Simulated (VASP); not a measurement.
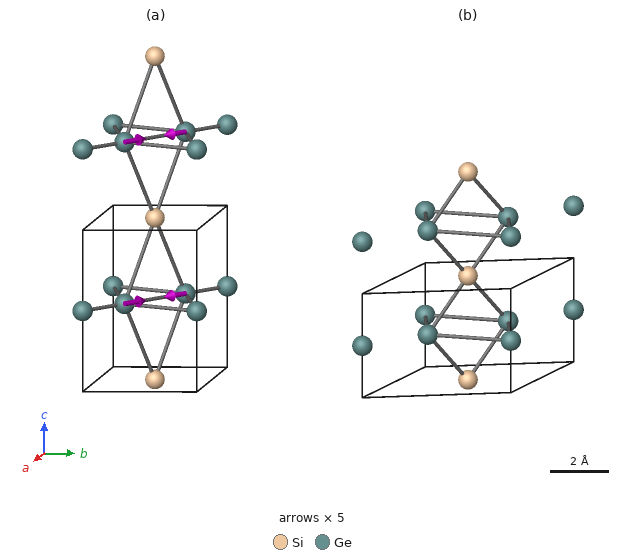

The structure of crystalline SiGe₃ (a generated structure, set up in Cmmm) before (left) and after (right) a relaxation, at one scale. The purple arrows give the displacements (the part carried along by the change of the cell is left out), 5 times their true length.

Style: ball-and-stick. Shown: the cell of the calculation, repeated 1 × 1 × 2 with one cell outlined, slightly off an axis.

The run lets cell and atoms move.

Level of theory: VASP, Kohn-Sham DFT of a periodic cell, PBE, VASP PAW PBE potentials, recommended.

Input
```
SYSTEM = SiGe3
PREC = Normal
ENCUT = 520
EDIFF = 1E-4
ISMEAR = 0
SIGMA = 0.15
LREAL = .False.
LASPH = .True.
NELM = 60
ALGO = Fast
ISIF = 3
LWAVE = .False.
LCHARG = .False.
GGA = PE
IBRION = 2
NSW = 24
EDIFFG = -0.08
```

Run as
```bash
cat potpaw_PBE.64/Si/POTCAR potpaw_PBE.64/Ge_d/POTCAR > POTCAR
mpirun -np 1 vasp_std > vasp.out
```

**Summarise the run.**

The relaxation stopped without meeting its thresholds, so the last structure isn't shown to be converged. The energy falls by 11.275 eV per cell of the calculation in 23 geometry steps. Largest force component: 18 eV/Å at the start, 0.14 eV/Å at the end. The pressure goes from 50.57 to −0.68 GPa. The largest moves relative to the cell, 0.19 Å, are those of Ge atoms. Si stays in place. The volume changes by −3.8 %, with a = b 3.937 → 5.181 Å (+31.6 %), c 5.725 → 3.682 Å (−35.7 %), γ 105.0° → 123.4°. Among the contacts that change: Ge–Ge 1.808 → 2.827 Å, Ge–Ge 2.633 → 3.470 Å, Ge–Si 3.151 → 2.530 Å, Ge–Ge 2.734 → 3.007 Å. Bonds break, among them: Ge–Ge (1.81 → 2.83 Å). Among the angles between lasting bonds that change: Ge–Ge–Ge 156.8° → 132.0°. The space group stays Cmmm (No. 65). At step 2 the optimiser overshot: the energy rose above the start, and later steps came back.
